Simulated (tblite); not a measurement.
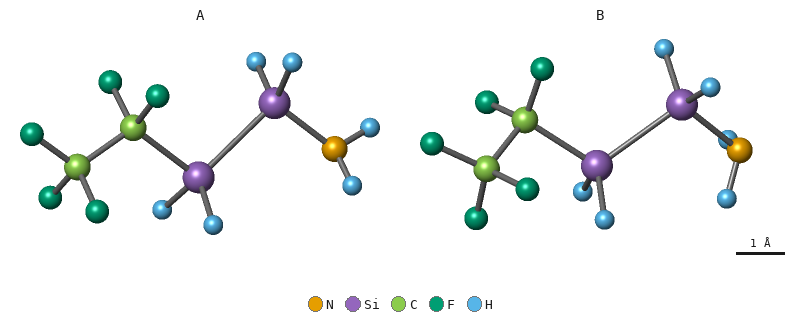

Two geometries of C2H6F5NSi2, drawn at one scale. One is the start of a relaxation, the other its converged end. Style: ball-and-stick. Shown at a tilt.

Theory: GFN2-xTB geometry optimisation, gas phase in tblite 0.8.0. 

### Which of the two is the end point?

Structure A is the relaxed one. Over 175 geometry steps the energy falls by 107.7 kJ/mol. An H atom moves most after the best rigid fit: 0.99 Å. Largest moves by element: H 0.99 Å, F 0.88 Å, Si 0.47 Å, C 0.36 Å, N 0.17 Å. Some distances before and after: N–Si 1.826 → 1.723 Å, Si–Si 2.218 → 2.314 Å, C–F 1.405 → 1.340 Å, C–Si 1.890 → 1.946 Å. Bond angles that change, for instance: Si–N–H 103.4° → 118.9°, Si–N–H 106.0° → 120.3°, Si–Si–H 107.7° → 120.1°. Groups turn about C–Si by about 35°, Si–Si by about 20°.
